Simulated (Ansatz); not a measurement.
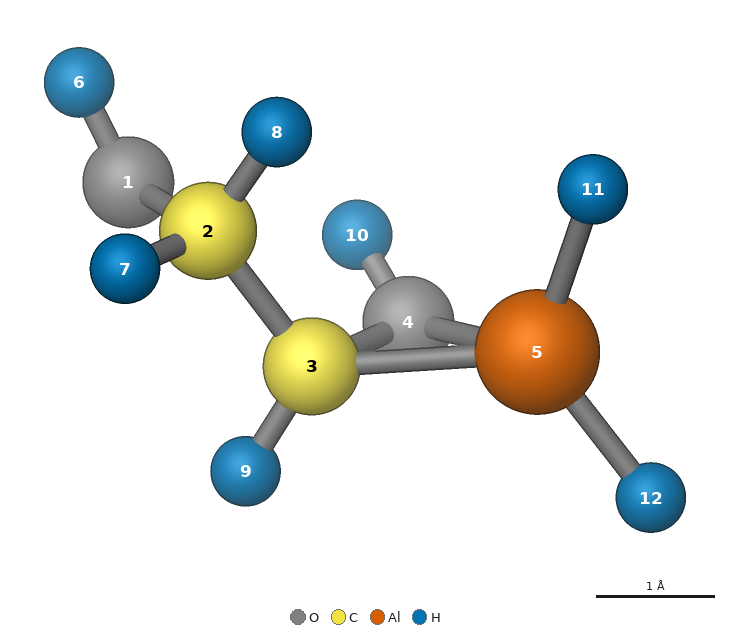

Orthographic view. Distant atoms are faded towards the background colour. The computed structure is the end point of a PBE0-D4/def2-TZVP optimisation. No frequency run is at hand to confirm it as a minimum.

Give the geometry as a Z-matrix, atoms in numerical order, with these reference atoms: 2 to 1; 3 to 2, 1; 4 to 3, 2, 1; 5 to 4, 3, 2; 6 to 1, 2, 3; 7 to 2, 1, 6; 8 to 2, 7, 1; 9 to 3, 2, 7; 10 to 4, 3, 9; 11 to 5, 4, 10; 12 to 5, 11, 8.

```
O  
C    1   1.429
C    2   1.492   1   108.1
O    3   1.505   2   108.3   1    50.4
Al   4   1.929   3    68.2   2   114.6
H    1   0.960   2   109.0   3  -167.8
H    2   1.097   1   111.5   6    73.1
H    2   1.098   7   108.2   1   120.4
H    3   1.089   2   112.7   7    53.3
H    4   0.967   3   108.4   9   102.0
H    5   1.589   4   111.8  10    -9.8
H    5   1.583  11   123.3   8  -174.6
```
